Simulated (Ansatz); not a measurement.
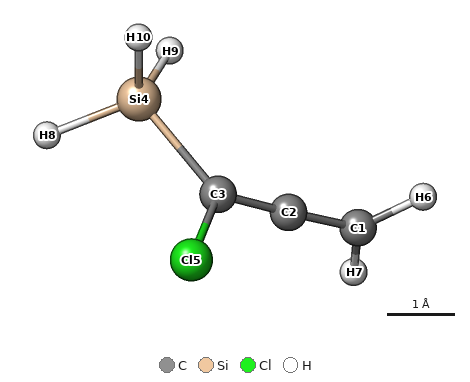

The input geometry (ball-and-stick view, seen at a tilt; atoms are numbered from 1 in the order of the input).

# Nudged elastic band of C₃H₅ClSi (part 1 of 2)

C₃H₅ClSi, SMILES C=C=C([SiH3])Cl, computed with RKS PBE0-D4/def2-SVP (Ansatz 0.2.0).

It belongs to a series of runs on one base structure; here: band between the two ends. Figures and captions count atoms from 1; the log counts them from 0 in places.

Input file:
```yaml
crystal:
  periodic: [false, false, false]
  atoms:
    - { symbol: C, position_ang: [-0.912166, 1.992427, -0.485772] }
    - { symbol: C, position_ang: [-0.383368, 0.800564, -0.581378] }
    - { symbol: C, position_ang: [0.150748, -0.394651, -0.624494] }
    - { symbol: Si, position_ang: [0.666474, -1.37441, 0.894275] }
    - { symbol: Cl, position_ang: [0.43835, -1.197361, -2.158919] }
    - { symbol: H, position_ang: [-0.286597, 2.89181, -0.487279] }
    - { symbol: H, position_ang: [-1.996503, 2.127366, -0.407039] }
    - { symbol: H, position_ang: [-0.072032, -2.670831, 0.916087] }
    - { symbol: H, position_ang: [0.347012, -0.574608, 2.111715] }
    - { symbol: H, position_ang: [2.131182, -1.651507, 0.825705] }
basis:
  gaussian: { orbitals: def2-SVP }
hamiltonian:
  xc: pbe0
  dispersion: d4
neb:
  order_check: false
  images: 7
  f_tol: 0.05
  max_iterations: 60
  final_atoms:
    - { symbol: C, position_ang: [-1.1849502, 1.82718329, -0.54434851] }
    - { symbol: C, position_ang: [-0.34931981, 0.82209689, -0.57324281] }
    - { symbol: C, position_ang: [0.47182382, -0.19824777, -0.55457349] }
    - { symbol: Si, position_ang: [0.64616841, -1.38764875, 0.89014466] }
    - { symbol: Cl, position_ang: [1.50640553, -0.54562006, -1.92924782] }
    - { symbol: H, position_ang: [-0.87798146, 2.80931796, -0.16832183] }
    - { symbol: H, position_ang: [-2.21512188, 1.71835064, -0.90092254] }
    - { symbol: H, position_ang: [-0.27795756, -0.95899375, 1.97920851] }
    - { symbol: H, position_ang: [2.05869737, -1.37083953, 1.37077929] }
    - { symbol: H, position_ang: [0.30533577, -2.76679993, 0.43342553] }
  initial_path:
    images:
      - { positions_ang: [[-0.912166, 1.992427, -0.485772], [-0.383368, 0.800564, -0.581378], [0.150748, -0.394651, -0.624494], [0.666474, -1.37441, 0.894275], [0.43835, -1.197361, -2.158919], [-0.286597, 2.89181, -0.487279], [-1.996503, 2.127366, -0.407039], [-0.072032, -2.670831, 0.916087], [0.347012, -0.574608, 2.111715], [2.131182, -1.651507, 0.825705]] }
      - { positions_ang: [[-0.83443096, 1.99172879, -0.49874348], [-0.38501695, 0.79075051, -0.57072381], [0.07224229, -0.42294363, -0.60826], [0.66293257, -1.35705099, 0.89979461], [0.2030242, -1.22624399, -2.13330327], [-0.25842669, 2.84585566, -0.68347712], [-1.83287517, 2.21067768, -0.26937204], [0.4704678, -2.37380601, 0.852606], [0.27226519, -1.1162699, 1.8564265], [1.71291773, -1.39389912, 1.15795361]] }
      - { positions_ang: [[-0.75669592, 1.99103059, -0.51171497], [-0.3866659, 0.78093702, -0.56006961], [-0.00626342, -0.45123626, -0.592026], [0.65939114, -1.33969198, 0.90531422], [-0.03230161, -1.25512697, -2.10768754], [-0.23025639, 2.79990132, -0.87967525], [-1.66924734, 2.29398936, -0.13170507], [1.0129676, -2.07678102, 0.789125], [0.19751837, -1.6579318, 1.601138], [1.29465346, -1.13629124, 1.49020222]] }
      - { positions_ang: [[-0.67896089, 1.99033238, -0.52468645], [-0.38831485, 0.77112353, -0.54941542], [-0.08476912, -0.4795289, -0.575792], [0.6558497, -1.32233296, 0.91083383], [-0.26762741, -1.28400996, -2.0820718], [-0.20208608, 2.75394698, -1.07587337], [-1.50561951, 2.37730103, 0.00596189], [1.5554674, -1.77975603, 0.72564401], [0.12277156, -2.19959371, 1.3458495], [0.8763892, -0.87868336, 1.82245083]] }
      - { positions_ang: [[-0.60122585, 1.98963418, -0.53765794], [-0.3899638, 0.76131004, -0.53876122], [-0.16327483, -0.50782153, -0.559558], [0.65230827, -1.30497395, 0.91635344], [-0.50295322, -1.31289295, -2.05645607], [-0.17391578, 2.70799264, -1.2720715], [-1.34199167, 2.46061271, 0.14362885], [2.0979672, -1.48273105, 0.66216301], [0.04802475, -2.74125561, 1.090561], [0.45812493, -0.62107548, 2.15469944]] }
      - { positions_ang: [[-0.74715694, 1.94902146, -0.53933058], [-0.3798028, 0.77650675, -0.54738162], [-0.00450017, -0.43042809, -0.55831187], [0.65077331, -1.32564265, 0.90980125], [-0.00061353, -1.12107473, -2.02465401], [-0.3499322, 2.73332397, -0.99613408], [-1.56027423, 2.27504719, -0.117509], [1.50398601, -1.35179672, 0.99142438], [0.5506929, -2.39865159, 1.16061557], [0.41992764, -1.15750659, 1.72438096]] }
      - { positions_ang: [[-0.89308802, 1.90840873, -0.54100322], [-0.36964181, 0.79170346, -0.55600202], [0.1542745, -0.35303465, -0.55706575], [0.64923834, -1.34631135, 0.90324905], [0.50172616, -0.9292565, -1.99285194], [-0.52594862, 2.7586553, -0.72019666], [-1.77855678, 2.08948167, -0.37864684], [0.91000482, -1.2208624, 1.32068576], [1.05336106, -2.05604757, 1.23067014], [0.38173035, -1.6939377, 1.29406248]] }
      - { positions_ang: [[-1.03901911, 1.86779601, -0.54267586], [-0.35948081, 0.80690018, -0.56462241], [0.31304916, -0.27564121, -0.55581962], [0.64770338, -1.36698005, 0.89669686], [1.00406585, -0.73743828, -1.96104988], [-0.70196504, 2.78398663, -0.44425925], [-1.99683933, 1.90391616, -0.63978469], [0.31602363, -1.08992807, 1.64994713], [1.55602922, -1.71344355, 1.30072471], [0.34353306, -2.23036881, 0.863744]] }
      - { positions_ang: [[-1.1849502, 1.82718329, -0.54434851], [-0.34931981, 0.82209689, -0.57324281], [0.47182382, -0.19824777, -0.55457349], [0.64616841, -1.38764875, 0.89014466], [1.50640553, -0.54562006, -1.92924782], [-0.87798146, 2.80931796, -0.16832183], [-2.21512188, 1.71835064, -0.90092254], [-0.27795756, -0.95899375, 1.97920851], [2.05869737, -1.37083953, 1.37077929], [0.30533577, -2.76679993, 0.43342553]] }
```

Run on 2 threads of AMD EPYC (Zen 5), 16 GiB of memory available, shared host.

Launch command:
```bash
ansatz run input.yaml --threads 2 --pin off --max-ram 3072MiB --backend cpu --events-out ev --progress --plain --runs-dir out
```

Log:
```
Engine: ansatz 0.2.0, x86_64-unknown-linux-gnu
Functional definition: PBE0
  parameter a = 0.25
  parameter kappa = 0.804
  parameter beta = 0.06672455060314922
  exchange = (1 - a)*pbe_x(kappa = kappa, mu = beta*pi^2/3) + a*exact_x
  correlation = pbe_c(beta = beta)
1120 factors; integrals over basis functions are off by at most 2.9e-4 eV
mean field evaluation 1: about -23566.5656 eV, gradient 3.8e1 eV
mean field evaluation 2: about -23564.7546 eV, gradient 4.5e1 eV
mean field evaluation 4: about -23570.6194 eV, gradient 4.2e0 eV
mean field evaluation 8: about -23570.6843 eV, gradient 7.7e-2 eV
mean field -23570.68432027 eV, -866.2066719862 hartree, gradient 4.0e-5 eV, S^2 0.000000; 0 other end points of the search recorded, 0 dependent functions left out
the calculation of the forces begins
reference -23570.68434786 eV, -866.2066730002 hartree; 27, 27 occupied and 76, 76 virtual orbitals, 1120 factors
1120 factors; integrals over basis functions are off by at most 5.8e-4 eV
mean field evaluation 16: about -23566.5675 eV, gradient 3.8e1 eV
mean field -23570.68433176 eV, -866.2066724085 hartree, gradient 4.0e-5 eV, S^2 0.000000; 0 other end points of the search recorded, 0 dependent functions left out
[... from here on the field's lines of each further geometry are left out, up to the last ...]
NEB iter   1: max|band force component| = 3.579e2 eV/Å  barrier→ = 116.2689 eV  barrier← = 116.2689 eV  Δτ_max = 0.1966 Å  (237 SCF iters)
NEB iter   2: max|band force component| = 1.612e2 eV/Å  barrier→ = 52.8416 eV  barrier← = 52.8416 eV  Δτ_max = 0.2000 Å  (240 SCF iters)
NEB iter   3: max|band force component| = 8.160e1 eV/Å  barrier→ = 26.6251 eV  barrier← = 26.6251 eV  Δτ_max = 0.1982 Å  (232 SCF iters)
NEB iter   4: max|band force component| = 3.616e1 eV/Å  barrier→ = 12.5986 eV  barrier← = 12.5986 eV  Δτ_max = 0.1987 Å  (218 SCF iters)
NEB iter   5: max|band force component| = 1.546e1 eV/Å  barrier→ = 5.8871 eV  barrier← = 5.8871 eV  Δτ_max = 0.1986 Å  (218 SCF iters)
NEB iter   6: max|band force component| = 1.374e1 eV/Å  barrier→ = 2.7261 eV  barrier← = 2.7261 eV  Δτ_max = 0.1016 Å  (217 SCF iters)
NEB iter   7: max|band force component| = 3.075e0 eV/Å  barrier→ = 1.7485 eV  barrier← = 1.7485 eV  Δτ_max = 0.2000 Å  (214 SCF iters)
NEB iter   8: max|band force component| = 1.742e0 eV/Å  barrier→ = 0.8870 eV  barrier← = 0.8870 eV  Δτ_max = 0.2000 Å  (216 SCF iters)
NEB iter   9: max|band force component| = 9.550e-1 eV/Å  barrier→ = 0.2112 eV  barrier← = 0.2112 eV  Δτ_max = 0.0959 Å  (216 SCF iters)
NEB iter  10: max|band force component| = 7.307e-1 eV/Å  barrier→ = 0.1285 eV  barrier← = 0.1285 eV  Δτ_max = 0.0726 Å  (216 SCF iters)
NEB iter  11: max|band force component| = 4.889e-1 eV/Å  barrier→ = 0.1055 eV  barrier← = 0.1055 eV  CI = image 6  Δτ_max = 0.0328 Å  (201 SCF iters)
NEB iter  12: max|band force component| = 2.870e-1 eV/Å  barrier→ = 0.0865 eV  barrier← = 0.0866 eV  CI = image 6  Δτ_max = 0.1267 Å  (198 SCF iters)
NEB iter  13: max|band force component| = 8.442e-1 eV/Å  barrier→ = 0.1803 eV  barrier← = 0.1803 eV  CI = image 2  Δτ_max = 0.0638 Å  (215 SCF iters)
NEB iter  14: max|band force component| = 5.599e-1 eV/Å  barrier→ = 0.1102 eV  barrier← = 0.1102 eV  CI = image 2  Δτ_max = 0.1301 Å  (208 SCF iters)
NEB iter  15: max|band force component| = 1.525e0 eV/Å  barrier→ = 0.3375 eV  barrier← = 0.3375 eV  CI = image 5  Δτ_max = 0.0651 Å  (202 SCF iters)
NEB iter  16: max|band force component| = 6.404e-1 eV/Å  barrier→ = 0.1001 eV  barrier← = 0.1001 eV  CI = image 5  Δτ_max = 0.1322 Å  (207 SCF iters)
NEB iter  17: max|band force component| = 1.096e0 eV/Å  barrier→ = 0.2146 eV  barrier← = 0.2146 eV  CI = image 6  Δτ_max = 0.0626 Å  (198 SCF iters)
NEB iter  18: max|band force component| = 4.862e-1 eV/Å  barrier→ = 0.1065 eV  barrier← = 0.1065 eV  CI = image 6  Δτ_max = 0.0483 Å  (194 SCF iters)
NEB iter  19: max|band force component| = 1.742e-1 eV/Å  barrier→ = 0.0782 eV  barrier← = 0.0782 eV  CI = image 6  Δτ_max = 0.1020 Å  (178 SCF iters)
NEB iter  20: max|band force component| = 5.053e-1 eV/Å  barrier→ = 0.0764 eV  barrier← = 0.0764 eV  CI = image 6  Δτ_max = 0.0532 Å  (194 SCF iters)
NEB iter  21: max|band force component| = 1.278e-1 eV/Å  barrier→ = 0.0763 eV  barrier← = 0.0763 eV  CI = image 6  Δτ_max = 0.0779 Å  (176 SCF iters)
NEB iter  22: max|band force component| = 2.234e-1 eV/Å  barrier→ = 0.0762 eV  barrier← = 0.0762 eV  CI = image 6  Δτ_max = 0.0381 Å  (167 SCF iters)
NEB iter  23: max|band force component| = 7.514e-2 eV/Å  barrier→ = 0.0760 eV  barrier← = 0.0761 eV  CI = image 6  Δτ_max = 0.0772 Å  (165 SCF iters)
NEB iter  24: max|band force component| = 3.736e-1 eV/Å  barrier→ = 0.0857 eV  barrier← = 0.0858 eV  CI = image 2  Δτ_max = 0.0388 Å  (180 SCF iters)
NEB iter  25: max|band force component| = 2.944e-1 eV/Å  barrier→ = 0.0805 eV  barrier← = 0.0806 eV  CI = image 2  Δτ_max = 0.0195 Å  (191 SCF iters)
NEB iter  26: max|band force component| = 1.052e-1 eV/Å  barrier→ = 0.0771 eV  barrier← = 0.0771 eV  CI = image 2  Δτ_max = 0.0384 Å  (177 SCF iters)
NEB iter  27: max|band force component| = 2.995e-1 eV/Å  barrier→ = 0.0762 eV  barrier← = 0.0762 eV  CI = image 2  Δτ_max = 0.0194 Å  (175 SCF iters)
NEB iter  28: max|band force component| = 1.163e-1 eV/Å  barrier→ = 0.0760 eV  barrier← = 0.0760 eV  CI = image 2  Δτ_max = 0.0387 Å  (168 SCF iters)
NEB iter  29: max|band force component| = 2.806e-1 eV/Å  barrier→ = 0.0760 eV  barrier← = 0.0760 eV  CI = image 2  Δτ_max = 0.0194 Å  (160 SCF iters)
NEB iter  30: max|band force component| = 7.490e-2 eV/Å  barrier→ = 0.0759 eV  barrier← = 0.0759 eV  CI = image 2  Δτ_max = 0.0387 Å  (153 SCF iters)
NEB iter  31: max|band force component| = 1.398e-1 eV/Å  barrier→ = 0.0759 eV  barrier← = 0.0759 eV  CI = image 2  Δτ_max = 0.0194 Å  (169 SCF iters)
NEB iter  32: max|band force component| = 9.883e-2 eV/Å  barrier→ = 0.0759 eV  barrier← = 0.0759 eV  CI = image 2  Δτ_max = 0.0194 Å  (165 SCF iters)
NEB iter  33: max|band force component| = 6.835e-2 eV/Å  barrier→ = 0.0759 eV  barrier← = 0.0759 eV  CI = image 2  Δτ_max = 0.0194 Å  (176 SCF iters)
NEB iter  34: max|band force component| = 6.307e-2 eV/Å  barrier→ = 0.0759 eV  barrier← = 0.0759 eV  CI = image 2  Δτ_max = 0.0175 Å  (167 SCF iters)
```
